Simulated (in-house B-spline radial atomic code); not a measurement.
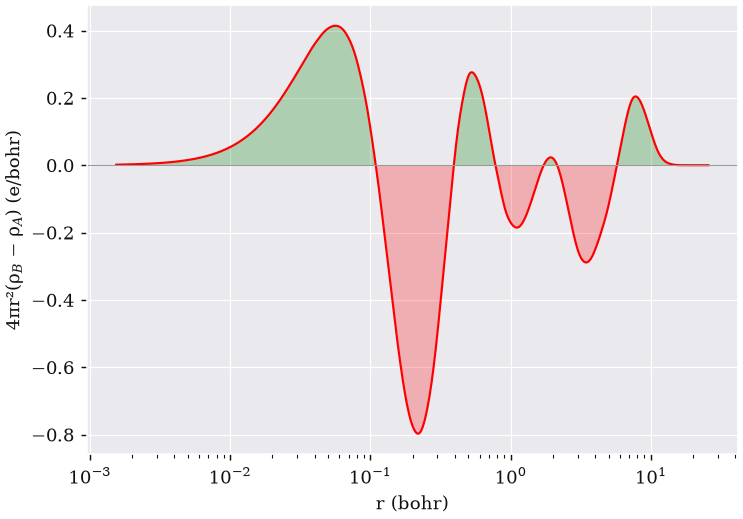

The aluminium ion Al⁵⁺ was computed in two configurations: [He] 2s1 2p4 4d1 (open shells shared over both j by 2j + 1); [He] 2s2 2p3 6g1 (open shells shared over both j by 2j + 1). Method: Dirac-Hartree-Fock, average of configuration, Fermi nucleus, basis-set limit; computed with an in-house B-spline radial code.

The plot shows the radial density of run B less that of run A; on the logarithmic r axis, areas aren't charges.

> Which run is A and which is B? Where does the charge move?

A is [He] 2s1 2p4 4d1 (open shells shared over both j by 2j + 1); B is [He] 2s2 2p3 6g1 (open shells shared over both j by 2j + 1). B holds 0.85 electrons more than A where the difference is positive (most at r = 0.056 bohr) and 0.85 electrons fewer where it is negative (most at r = 0.22 bohr), with no net change. The energy of B less that of A is −20.2 eV.
